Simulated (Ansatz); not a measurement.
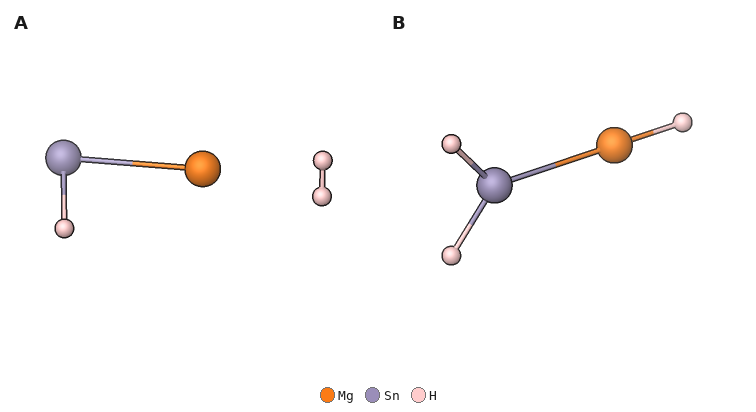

2 stationary structures of one formula. The species has charge +1 and is a spin singlet. Geometries: PBE-D4/def2-SVP. Electronic energies: PBE-D4/def2-SVP (Ansatz 0.2.0), without zero-point energy. No frequency run is at hand to confirm each as a minimum.

Which is lowest in energy, and by how much?

Answer. A is lowest; B lies 43.0 kJ/mol above it.
